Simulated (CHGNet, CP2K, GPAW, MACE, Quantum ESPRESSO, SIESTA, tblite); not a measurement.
# Predicting plane-wave site energies from CP2K double zeta, PBE: Sn in place of Ge in H-capped Ge nanowire along [001] with a Si core (41 atoms)

The cell holds 41 atoms: 16 Ge, 5 Si and 20 H. Its edges and angles: a = 22.500 Å, b = 22.500 Å, c = 5.658 Å, α = 90.0°, β = 90.0°, γ = 90.0°. It derives from Ge (diamond-structure). Round section of size parameter 4.53 Å cut from diamond-structure Ge (a = 5.658 Å) along [001], 1 period, broken bonds capped with H, 12 Å of vacuum, Si core of radius 2.49 Å. Then the atoms were relaxed with MACE MP-0b3 medium in the fixed cell. Regions: wire, 21 atoms (16 Ge and 5 Si); hydrogen, 20 atoms (20 H). Vacuum lies along a and b. The structure repeats along c.

Calculated with Quantum ESPRESSO 7.5: PBE; plane waves, SSSP efficiency, 45/360 Ry; k-points Γ. The cheaper level is PBE; DZVP-UZH, GTH-PBE potentials, 450 Ry; k-points Γ. Each row is one cell with Sn in place of Ge, relaxed with MACE MP-0b3 medium; both levels solve the same cells, and energies are counted from site Ge7 at each level.

| energy from CP2K double zeta, PBE (eV) | energy from plane waves (eV) | site |
| --- | --- | --- |
| 0.000 | 0 | Ge7 |
| 0.135 | 0.1425 | Ge13 |
| 0.137 | 0.1438 | Ge18 |
| 0.206 | ? | ? |
| 0.208 | 0.2186 | Ge4 |

**Question.** Fit a straight line to the rows given and interpolate to the withheld row.

**Working.**

Take u as the energy from CP2K double zeta, PBE and v as that from plane waves.

| u (eV) | v (eV) |
| --- | --- |
| 0 | 0 |
| 0.135376 | 0.142477 |
| 0.136749 | 0.143824 |
| 0.208247 | 0.218604 |

With n = 4: mean u = 0.120093, mean v = 0.126226, Σ(u − ū)² = 0.022704, Σ(u − ū)(v − v̄) = 0.023844. Slope b = 0.023844 / 0.022704 = 1.0502; intercept a = v̄ − b ū = 1.066e-4.

At the withheld site u = 0.2058, and v = a + b u.

Prediction at 0.206: 0.2163 eV. The run gave 0.2167 eV, so the fit is low by 4.0e-4 eV (0.18 % of the value).

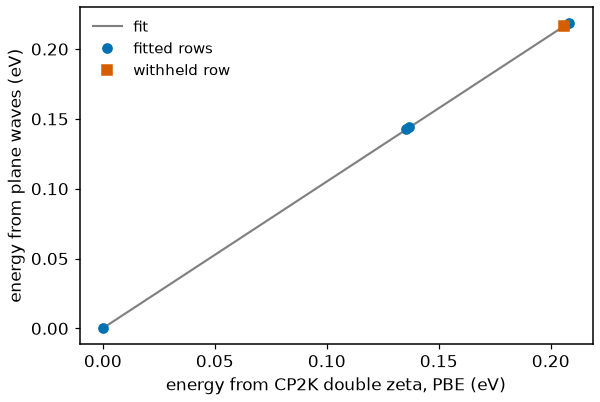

The fit, the rows that it rests on and the withheld row.

The slope of 1.1 says that CP2K double zeta, PBE spreads the sites about as widely as plane waves do. Taken as it stands, without the line, its value misses the withheld site by 0.011 eV. Among the rows given, the largest miss of the fit is at 0.135, by 2.0e-4 eV (0.092 % of the range of the table).

Limits: Few sites, one cell. The geometries are those of MACE MP-0b3 medium, not of DFT.

[Hosts, paths, dates, database ids (printed as entryN), source tags and the programs' standing remarks are cut or masked in the printed files.]
